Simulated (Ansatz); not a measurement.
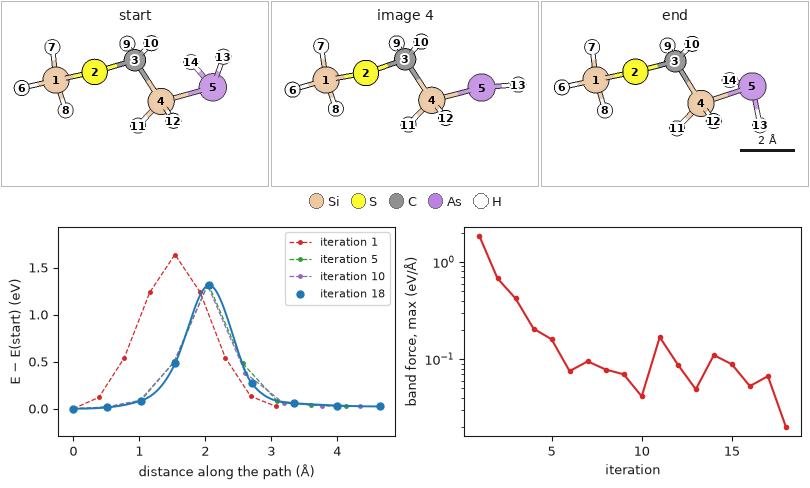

A search for the minimum-energy path of CH$_{9}$AsSSi$_{2}$ by the nudged elastic band. Images are numbered from 0 (start) to 8 (end). The plot follows the band through its iterations. A ball-and-stick model, seen face on.

All numbers below come from Ansatz 0.2.0, RKS B3LYP-D4/def2-SVP. Run with 7 movable images; climbing image; force threshold 0.05 eV/Å; iteration limit 26; starting path by straight interpolation.

**How did the profile develop, and is the result final?**

The run is converged, with reservations. The band converged in 18 iterations. The largest component of the band force went from 1.8 to 0.02 eV/Å. The climbing image converged on the top of the path. Its curvatures weren't checked. The straight starting path can push atoms close together and costs iterations. The first iteration put the highest image at 1.64 eV. Forward barrier 1.31 eV, backward barrier 1.29 eV, with image 4 at the top; the reaction energy is +0.02 eV.

Cost: 8.7 min on 2 threads of Intel(R) Xeon(R) Platinum 8375C CPU @ 2.90GHz (Ice Lake) (shared host), peak memory 0.45 GiB.
